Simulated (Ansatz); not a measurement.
## Electronic structure of CH4OSeSi (SMILES O=C([SiH3])[SeH]) in real space

| atom | x (Å) | y (Å) | z (Å) |
| --- | --- | --- | --- |
| O | 1.4645 | -0.8964 | 1.3080 |
| C | 0.5455 | -0.7479 | 0.5353 |
| Si | 0.0686 | 1.0212 | -0.1090 |
| Se | -0.4984 | -2.3224 | -0.0906 |
| H | -1.0886 | 0.9695 | -1.0657 |
| H | -0.2813 | 1.8464 | 1.0955 |
| H | 1.2851 | 1.5860 | -0.7835 |
| H | -1.4033 | -1.5135 | -0.9458 |

The calculation used RKS PBE-D4/def2-SVP in Ansatz 0.2.0.

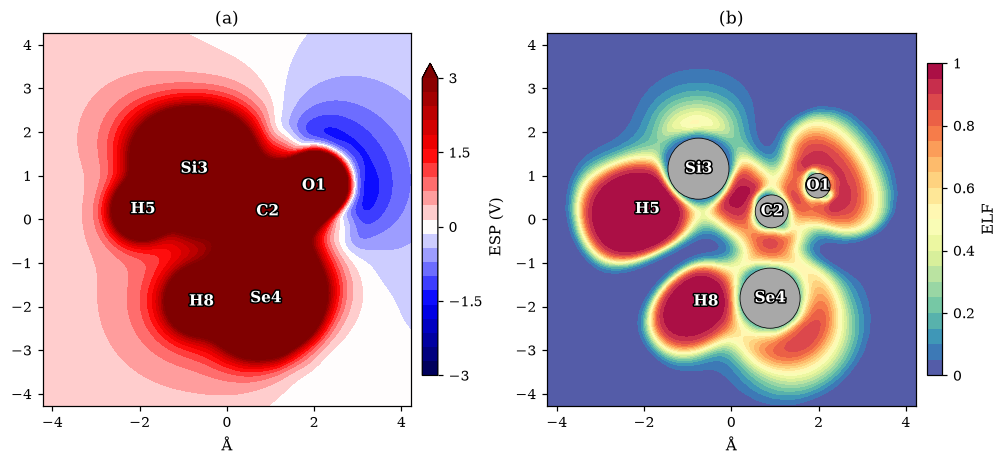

Figure 1. (a) electrostatic potential; (b) electron localisation function on the plane of atoms O1, C2 and Si3. Grey discs cover the atomic cores in the ELF map.

Question: Describe what can be read from this map.

Answer: The section cuts through O, C, Si, Se and H sites. C–O (1.21 Å): the ELF peaks at about 0.85 between the atoms (a short, multiple covalent bond). C–Si (1.94 Å): the ELF peaks at about 1 between the atoms; localised, covalent bonding. C–Se (1.99 Å): the ELF peaks at about 0.85 between the atoms (a covalent bond). Se–H (1.48 Å): the ELF climbs to about 1 towards the hydrogen, as it does in any bond to H. Si–H (1.50 Å): the ELF climbs to about 1 towards the hydrogen. The ELF also peaks beside Se4 and O1, away from the bonds: lone-pair regions. Outside the dense part of the molecule the potential is most negative (−1.4 V) near O1.

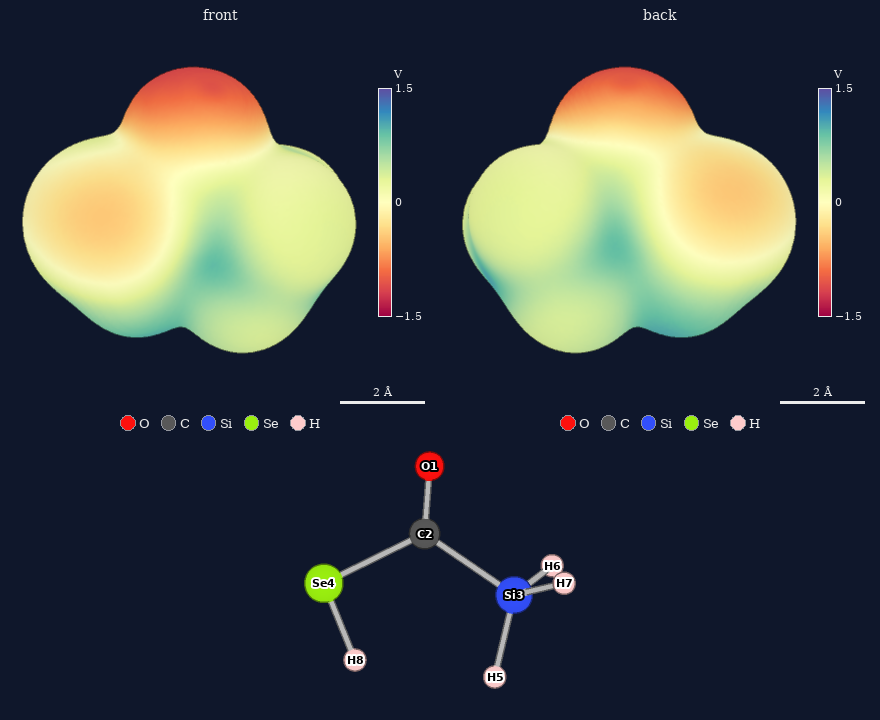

Figure 2. The molecular electrostatic potential painted on the density surface at 0.001 e/bohr³, seen from the front and from behind; the colour scale runs from red (negative) to blue (positive). The bare structure is drawn below in the same view.

Question: Describe the electrostatic potential map.

Answer: The most negative region (about −1.1 V) lies over O1, the most positive (about +1.0 V) over Si3 and H8. O1 is the likeliest acceptor of a hydrogen bond.

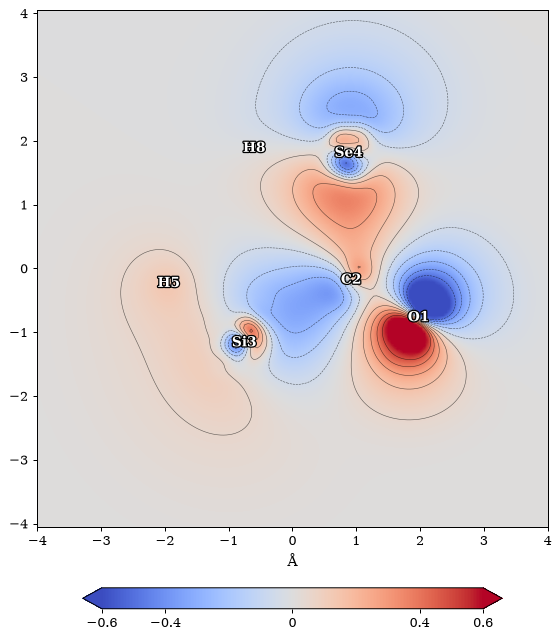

Figure 3. One frontier orbital on the plane of atoms C2, Si3 and H5 (values in Å⁻³ᐟ²; the overall sign is arbitrary).

Question: Which orbital is it: HOMO or LUMO?

Answer: The HOMO, at −5.86 eV. It lies mainly on O1 (about 45 %), Se4 (about 25 %), C2 (about 15 %) and Si3 (about 10 %).

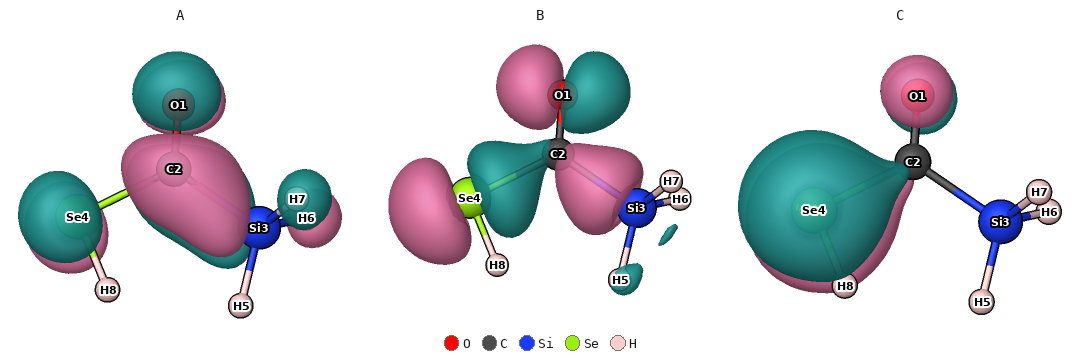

Figure 4. Three frontier orbitals at ±0.1 Å⁻³ᐟ² (teal and pink are the two phases), in no order.

Question: Order the three orbitals by energy and name them.

Answer: C is the HOMO−1 (−6.20 eV). It lies mainly on Se4 (about 80 %) and O1 (about 10 %); largely a lone pair of Se4. B is the HOMO (−5.86 eV). It lies mainly on O1 (about 45 %), Se4 (about 25 %), C2 (about 15 %) and Si3 (about 10 %). A is the LUMO (−2.48 eV). Its weight (Hirshfeld) is mainly on C2 (about 40 %), O1 (about 30 %), Se4 (about 15 %) and Si3 (about 15 %); π-antibonding (π*) across C2–O1.

Question: What is the HOMO–LUMO gap?

Answer: 3.38 eV between the orbital energies.
